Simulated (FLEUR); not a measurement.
# Fixed-spin-moment curve of MnAu with FLEUR, part 2 of 2

Aim: the energy of MnAu as a function of its total spin moment.

FLEUR MaX-R8.1; LDA (VWN); all-electron FLAPW, Dirac cores, scalar-relativistic bands.

So far, magnetization (μB): step 2 (the free run) 3.97; step 4 (with continued, fixed moment 3.574 μB a cell) 3.57.

## 5. Moment fixed at 4.468 μB

inp.xml reads:

```
<?xml version="1.0" encoding="UTF-8" standalone="no"?>
<fleurInput fleurInputVersion="0.39">
   <comment>
      MnAu
   </comment>
   <calculationSetup>
      <cutoffs Kmax="3.6" Gmax="12.6" GmaxXC="12.6" numbands="0"/>
      <scfLoop itmax="90" minDistance="0.00002" maxIterBroyd="15" imix="Anderson" alpha="0.05" precondParam="0.0" spinf="2.0" sdNocoIR="T"/>
      <coreElectrons ctail="T" frcor="F" kcrel="0" coretail_lmax="0"/>
      <xcFunctional name="vwn" relativisticCorrections="F"/>
      <magnetism jspins="2" fixed_moment="4.468"/>
      <soc l_soc="F" theta="0.0" phi="0.0" spav="F"/>
      <expertModes spex="0" secvar="F"/>
      <geometryOptimization l_f="F" forcealpha="1.0" forcemix="BFGS" epsdisp="0.00001" epsforce="0.00001"/>
      <ldaU l_linMix="F" mixParam="0.05" spinf="1.0"/>
   </calculationSetup>
   <cell>
      <bzIntegration valenceElectrons="32.0" mode="hist" fermiSmearingEnergy="0.00183747">
         <kPointListSelection listName="default-1"/>
         <xi:include xmlns:xi="http://www.w3.org/2001/XInclude" href="kpts.xml"> </xi:include>
      </bzIntegration>
      <xi:include xmlns:xi="http://www.w3.org/2001/XInclude" href="sym.xml"> </xi:include>
      <bulkLattice scale="1.0">
         <bravaisMatrix>
            <row-1>    6.0617842262754751     0.0000000000000000     0.0000000000000000</row-1>
            <row-2>    0.0000000000000000     6.0617842262754751     0.0000000000000000</row-2>
            <row-3>    0.0000000000000000     0.0000000000000000     6.0617842262754751</row-3>
         </bravaisMatrix>
      </bulkLattice>
   </cell>
   <atomSpecies>
      <species name="Manganese 3.501" element="Mn" atomicNumber="25">
         <mtSphere radius="2.56" gridPoints="847" logIncrement="0.014"/>
         <atomicCutoffs lmax="10" lnonsphr="8"/>
         <electronConfig flipSpins="F">
            <coreConfig>(1s1/2) (2s1/2) (2p1/2) (2p3/2)</coreConfig>
            <valenceConfig>(3s1/2) (3p1/2) (3p3/2) (4s1/2) (3d3/2) (3d5/2)</valenceConfig>
            <stateOccupation state="(3d3/2)" spinUp="1.2505" spinDown="0.7495"/>
            <stateOccupation state="(3d5/2)" spinUp="3.0" spinDown="0.0"/>
         </electronConfig>
         <energyParameters s="4" p="4" d="3" f="4"/>
         <lo type="SCLO" l="0" n="3" eDeriv="0"/>
         <lo type="SCLO" l="1" n="3" eDeriv="0"/>
      </species>
      <species name="Gold (Au)" element="Au" atomicNumber="79">
         <mtSphere radius="2.56" gridPoints="847" logIncrement="0.016"/>
         <atomicCutoffs lmax="10" lnonsphr="8"/>
         <electronConfig flipSpins="F">
            <coreConfig>(1s1/2) (2s1/2) (2p1/2) (2p3/2) (3s1/2) (3p1/2) (3p3/2) (4s1/2) (3d3/2) (3d5/2) (4p1/2) (4p3/2) (5s1/2) (4d3/2) (4d5/2) (4f5/2) (4f7/2)</coreConfig>
            <valenceConfig>(5p1/2) (5p3/2) (6s1/2) (5d3/2) (5d5/2)</valenceConfig>
            <stateOccupation state="(6s1/2)" spinUp="0.500000" spinDown="0.500000"/>
         </electronConfig>
         <energyParameters s="6" p="6" d="5" f="5"/>
         <lo type="SCLO" l="1" n="5" eDeriv="0"/>
      </species>
   </atomSpecies>
   <atomGroups>
      <atomGroup species="Manganese 3.501">
         <relPos label="                   1">1.000/2.000 1.000/2.000 1.000/2.000</relPos>
         <force calculate="T" relaxXYZ="TTT"/>
      </atomGroup>
      <atomGroup species="Gold (Au)">
         <relPos label="                   2">.0000000000 .0000000000 .0000000000</relPos>
         <force calculate="T" relaxXYZ="TTT"/>
      </atomGroup>
   </atomGroups>
   <output dos="F" band="F" slice="F">
      <bandDOS minEnergy="-.5*Htr" maxEnergy="0.5*Htr" sigma="0.015" storeEVData="T"/>
      <plotting iplot="0" polar="F">
         <plot TwoD="T" vec1="  1.0  0.0  0.0" vec2="  0.0  1.0  0.0" vec3="  0.0  0.0  1.0" zero="  0.0  0.0  0.0" file="plot"/>
      </plotting>
      <moessbauerParams electricFieldGradient="F" isomerShift="F" coreHyperfine="F" valenceHyperfine="F"/>
   </output>
</fleurInput>
```

The run is started by

```bash
> OMP_NUM_THREADS=1 mpirun -n 4 fleur_MPI > fleur.log
```

Output:

```text
[banner, memory and clock lines left out]
Welcome to FLEUR        (www.flapw.de)
      MaX-Release 8.1          (www.max-centre.eu)

 ========== k-point set info ==========
 Selected k-point list: default-1
 k-point list type: mesh
 0 x 0 x 0
 Number of k points: 36

 [... set-up left out ...]
 Iteration:     1   Distance:       4.61521715 me/bohr^3
 Iteration:     2   Distance:       4.41563528 me/bohr^3
 Iteration:     3   Distance:       1.45878746 me/bohr^3
 Iteration:     4   Distance:       0.28422227 me/bohr^3
 Iteration:     5   Distance:       0.32448331 me/bohr^3
[...]
<sumOfEigenvalues value="   -12379.4292885050">
               <coreElectrons value="-12358.6414353547"/>
               <valenceElectrons value="-20.7878531503"/>
            </sumOfEigenvalues>
         [... left out ...]
            <freeEnergy value="-20193.9694441080"/>
            <extrapolationTo0K value="-20193.9692284982"/>
         </totalEnergy>
         <densityConvergence units="me/bohr^3">
            <chargeDensity spin="1" distance="0.0000022454"/>
            <chargeDensity spin="2" distance="0.0000048422"/>
            <overallChargeDensity distance="0.0000030809"/>
            <spinDensity distance="0.0000068910"/>
         </densityConvergence>
      </iteration>
```

The job ended after 9 s (4 MPI ranks of Arm Neoverse V1, shared host; peak memory 0.2 GiB).

This step gave:

```yaml
magnetization: 4.468 μB
```

Its energy lies +85.4 meV a cell from the free run's.

## 6. Moment fixed at 2.681 μB

Changes to inp.xml since step 5:

```diff
@@ -10,3 +10,3 @@
       <xcFunctional name="vwn" relativisticCorrections="F"/>
-      <magnetism jspins="2" fixed_moment="4.468"/>
+      <magnetism jspins="2" fixed_moment="2.681"/>
       <soc l_soc="F" theta="0.0" phi="0.0" spav="F"/>
```

Output:

```text
[banner, memory and clock lines left out]
Welcome to FLEUR        (www.flapw.de)
      MaX-Release 8.1          (www.max-centre.eu)

 ========== k-point set info ==========
 Selected k-point list: default-1
 k-point list type: mesh
 0 x 0 x 0
 Number of k points: 36

 [... set-up left out ...]
 Iteration:     1   Distance:      15.85922802 me/bohr^3
 Iteration:     2   Distance:      15.18359702 me/bohr^3
 Iteration:     3   Distance:       2.48727524 me/bohr^3
 Iteration:     4   Distance:       1.48247261 me/bohr^3
 Iteration:     5   Distance:       1.16931047 me/bohr^3
[...]
<sumOfEigenvalues value="   -12380.2014102265">
               <coreElectrons value="-12359.3540991667"/>
               <valenceElectrons value="-20.8473110598"/>
            </sumOfEigenvalues>
         [... left out ...]
            <freeEnergy value="-20193.9526707023"/>
            <extrapolationTo0K value="-20193.9519667862"/>
         </totalEnergy>
         <densityConvergence units="me/bohr^3">
            <chargeDensity spin="1" distance="0.0000037207"/>
            <chargeDensity spin="2" distance="0.0000044603"/>
            <overallChargeDensity distance="0.0000054070"/>
            <spinDensity distance="0.0000061838"/>
         </densityConvergence>
      </iteration>
```

Run time: 12 s. Hardware: 4 MPI ranks; peak memory 0.2 GiB.

Numbers from this step:

```
magnetization : 2.681 μB
```

Its energy lies +541.8 meV a cell from the free run's.

## 7. A faulty input

A slip in the input shows what the program catches and what it lets pass.

inp.xml reads:

```
<?xml version="1.0" encoding="UTF-8" standalone="no"?>
<fleurInput fleurInputVersion="0.39">
   <comment>
      MnAu
   </comment>
   <calculationSetup>
      <cutoffs Kmax="3.6" Gmax="12.6" GmaxXC="12.6" numbands="0"/>
      <scfLoop itmax="75" minDistance="0.00002" maxIterBroyd="15" imix="straight" alpha="0.9" precondParam="0.0" spinf="2.0" sdNocoIR="T"/>
      <coreElectrons ctail="T" frcor="F" kcrel="0" coretail_lmax="0"/>
      <xcFunctional name="vwn" relativisticCorrections="F"/>
      <magnetism jspins="2"/>
      <soc l_soc="F" theta="0.0" phi="0.0" spav="F"/>
      <expertModes spex="0" secvar="F"/>
      <geometryOptimization l_f="F" forcealpha="1.0" forcemix="BFGS" epsdisp="0.00001" epsforce="0.00001"/>
      <ldaU l_linMix="F" mixParam="0.05" spinf="1.0"/>
   </calculationSetup>
   <cell>
      <bzIntegration valenceElectrons="32.0" mode="hist" fermiSmearingEnergy="0.00183747">
         <kPointListSelection listName="default-1"/>
         <xi:include xmlns:xi="http://www.w3.org/2001/XInclude" href="kpts.xml"> </xi:include>
      </bzIntegration>
      <xi:include xmlns:xi="http://www.w3.org/2001/XInclude" href="sym.xml"> </xi:include>
      <bulkLattice scale="1.0">
         <bravaisMatrix>
            <row-1>    6.0617842262754751     0.0000000000000000     0.0000000000000000</row-1>
            <row-2>    0.0000000000000000     6.0617842262754751     0.0000000000000000</row-2>
            <row-3>    0.0000000000000000     0.0000000000000000     6.0617842262754751</row-3>
         </bravaisMatrix>
      </bulkLattice>
   </cell>
   <atomSpecies>
      <species name="Manganese 3.501" element="Mn" atomicNumber="25">
         <mtSphere radius="2.56" gridPoints="847" logIncrement="0.014"/>
         <atomicCutoffs lmax="10" lnonsphr="8"/>
         <electronConfig flipSpins="F">
            <coreConfig>(1s1/2) (2s1/2) (2p1/2) (2p3/2)</coreConfig>
            <valenceConfig>(3s1/2) (3p1/2) (3p3/2) (4s1/2) (3d3/2) (3d5/2)</valenceConfig>
            <stateOccupation state="(3d3/2)" spinUp="1.2505" spinDown="0.7495"/>
            <stateOccupation state="(3d5/2)" spinUp="3.0" spinDown="0.0"/>
         </electronConfig>
         <energyParameters s="4" p="4" d="3" f="4"/>
         <lo type="SCLO" l="0" n="3" eDeriv="0"/>
         <lo type="SCLO" l="1" n="3" eDeriv="0"/>
      </species>
      <species name="Gold (Au)" element="Au" atomicNumber="79">
         <mtSphere radius="2.56" gridPoints="847" logIncrement="0.016"/>
         <atomicCutoffs lmax="10" lnonsphr="8"/>
         <electronConfig flipSpins="F">
            <coreConfig>(1s1/2) (2s1/2) (2p1/2) (2p3/2) (3s1/2) (3p1/2) (3p3/2) (4s1/2) (3d3/2) (3d5/2) (4p1/2) (4p3/2) (5s1/2) (4d3/2) (4d5/2) (4f5/2) (4f7/2)</coreConfig>
            <valenceConfig>(5p1/2) (5p3/2) (6s1/2) (5d3/2) (5d5/2)</valenceConfig>
            <stateOccupation state="(6s1/2)" spinUp="0.500000" spinDown="0.500000"/>
         </electronConfig>
         <energyParameters s="6" p="6" d="5" f="5"/>
         <lo type="SCLO" l="1" n="5" eDeriv="0"/>
      </species>
   </atomSpecies>
   <atomGroups>
      <atomGroup species="Manganese 3.501">
         <relPos label="                   1">1.000/2.000 1.000/2.000 1.000/2.000</relPos>
         <force calculate="T" relaxXYZ="TTT"/>
      </atomGroup>
      <atomGroup species="Gold (Au)">
         <relPos label="                   2">.0000000000 .0000000000 .0000000000</relPos>
         <force calculate="T" relaxXYZ="TTT"/>
      </atomGroup>
   </atomGroups>
   <output dos="F" band="F" slice="F">
      <bandDOS minEnergy="-.5*Htr" maxEnergy="0.5*Htr" sigma="0.015" storeEVData="T"/>
      <plotting iplot="0" polar="F">
         <plot TwoD="T" vec1="  1.0  0.0  0.0" vec2="  0.0  1.0  0.0" vec3="  0.0  0.0  1.0" zero="  0.0  0.0  0.0" file="plot"/>
      </plotting>
      <moessbauerParams electricFieldGradient="F" isomerShift="F" coreHyperfine="F" valenceHyperfine="F"/>
   </output>
</fleurInput>
```

crystal.txt reads:

```
MnAu
&input film=F cartesian=F /
3.20775807000  0.00000000000  0.00000000000
0.00000000000  3.20775807000  0.00000000000
0.00000000000  0.00000000000  3.20775807000
1.8897261246
1.0 1.0 1.0

2
25 0.50000000000  0.50000000000  0.50000000000 : 3.501
79 0.00000000000  0.00000000000  0.00000000000

&kpt div1=8 div2=8 div3=8 gamma=T /
```

The run is started by

```bash
> OMP_NUM_THREADS=1 inpgen -f crystal.txt > inpgen.log  # inp.xml is then edited as shown
> OMP_NUM_THREADS=1 mpirun -n 4 fleur_MPI > fleur.log
```

Output:

```text
[banner, memory and clock lines left out]
Welcome to FLEUR        (www.flapw.de)
      MaX-Release 8.1          (www.max-centre.eu)

 ========== k-point set info ==========
 Selected k-point list: default-1
 k-point list type: mesh
 0 x 0 x 0
 Number of k points: 36

 [... set-up left out ...]
 Iteration:     1   Distance:      24.68401635 me/bohr^3
 Iteration:     2   Distance:     136.04920315 me/bohr^3
 Iteration:     3   Distance:     551.57092290 me/bohr^3
 Iteration:     4   Distance:    1218.49964767 me/bohr^3
**************FLEUR-Error*****************
Error message: differ 2: problems with solving dirac equation
Error occurred in subroutine: differ
Hint: The n=6 l=0 state of an atom with Z=79 seems to be above the reasonable energy range.
Error from PE:1/4
*****************************************

Memory (rank 1): 0.037 GB (peak 0.051 GB)

--- out.xml (last complete iteration) ---
<iteration numberForCurrentRun="    3" overallNumber="    3">
         [... left out ...]
         <bandgap value="10.6360276735" units="eV"/>
         <sumValenceSingleParticleEnergies value="-76.4367822823" units="Htr"/>
         <FermiEnergy value="0.2427803055" units="Htr"/>
         [... left out ...]
         <magneticMomentsInMTSpheres units="muBohr">
            <globalMagMoment atomType="1" vec="0.00000   0.00000   0.03586"/>
            <globalMagMoment atomType="2" vec="0.00000   0.00000  -0.01192"/>
         </magneticMomentsInMTSpheres>
         [... left out ...]
         <totalEnergy value="   -20250.0704328844" units="Htr">
            <sumOfEigenvalues value="   -12271.3796877349">
               <coreElectrons value="-12194.9429054526"/>
               <valenceElectrons value="-76.4367822823"/>
            </sumOfEigenvalues>
         [... left out ...]
            <freeEnergy value="-20250.0704328844"/>
            <extrapolationTo0K value="-20250.0704328844"/>
         </totalEnergy>
         <densityConvergence units="me/bohr^3">
            <chargeDensity spin="1" distance="261.7950442778"/>
            <chargeDensity spin="2" distance="290.3454407040"/>
            <overallChargeDensity distance="551.5709229049"/>
            <spinDensity distance="37.9968064172"/>
         </densityConvergence>
      </iteration>
```

Elapsed: 5.3 s, on 4 MPI ranks; peak memory 0.16 GiB.

The run ended with an error.

The program's message: “differ 2: problems with solving dirac equation”

The fault in the input: linear mixing far too strong.

Taking so much of each new density makes the cycles overshoot; a small alpha with Anderson mixing is the cure.

## 8. E(M)

The other moments were run in the same way.

The energy over the lowest by total spin moment:

```tsv
total spin moment (μB a cell)	energy over the lowest (meV a cell)
0.00	1289
0.89	1216
1.79	972
2.68	542
3.57	86.7
3.97	0
4.47	85.4
5.36	863
```

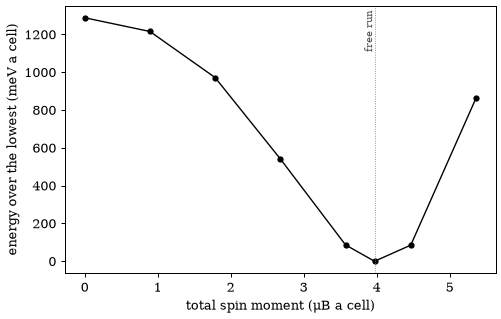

Energy over the lowest against total spin moment.

Table of moment, largest sphere moment by total spin moment:

```tsv
total spin moment (μB a cell)	moment, largest sphere moment (μB)
0.00	0
0.89	0.969
1.79	1.91
2.68	2.80
3.57	3.57
3.97	3.85
4.47	4.14
5.36	4.54
```

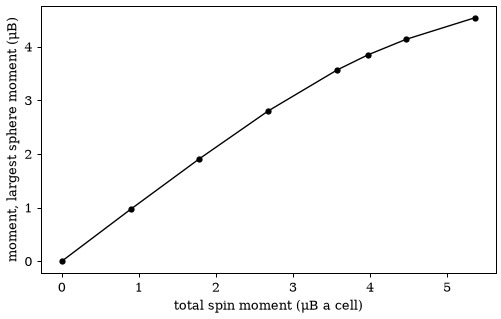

Moment, largest sphere moment against total spin moment.

## 9. Results

```
moment of the free run     : 3.97 μB a cell
moment of the lowest point : 3.97 μB a cell
energy of the spinless run : 1289 meV a cell over the lowest
```

What this shows: The lowest point lies 1289 meV a cell under the spinless run, in free energy at a smearing of 0.05 eV. The point at zero is the spinless run. Opposed orders, which also have no total moment, were not run.

[Logs and program files are shortened in this print: banners, set-up blocks, solver, clock and traceback lines can be left out without a mark of their own.]

[Logs are printed without paths, hosts, clocks, repeated set-up lines and the standing remarks that a program may print on its own settings, such as how far it seeks lower states.]

[Hosts, paths, dates, database ids (printed as entryN), source tags and the programs' standing remarks are cut or masked in the printed files.]

[Where a cell is said to come from a database of computed structures, the database is the Materials Project.]
